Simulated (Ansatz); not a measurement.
```xyz
7

Si   -1.3703    0.2565   -0.9261
C    -0.0004   -0.0002    0.0005
Si    1.3703   -0.2566    0.9261
H    -2.5271   -0.6681   -0.9551
H    -1.5578    1.4332   -1.8060
H     1.5268    0.2340    2.3149
H     2.5585   -0.9989    0.4456
```

Geometry: PBE0-D4/def2-TZVP.

Computed with RKS PBE0-D4/def2-TZVPP in Ansatz.

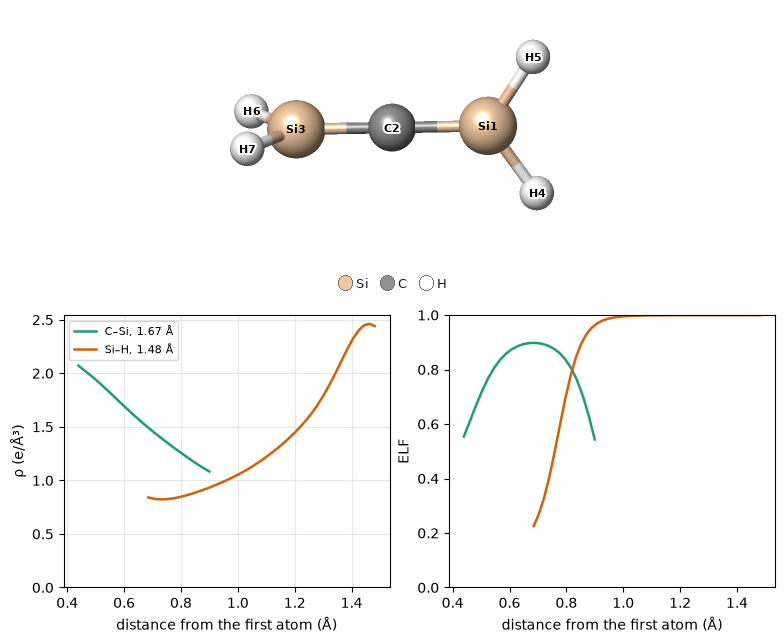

CH₄Si₂. Total electron density and ELF along straight lines between neighbouring atoms. The curves leave out the atomic cores. The structure is drawn too.

What can be read from the curves?

Answer. C–Si (1.67 Å): ρ at the midpoint is about 1.2 e/Å³; the ELF peaks at about 0.90 between the atoms; a covalent bond.
Si–H (1.48 Å): ρ at the midpoint is about 0.82 e/Å³; the ELF climbs to about 1 towards the hydrogen, as it does in any bond to H.
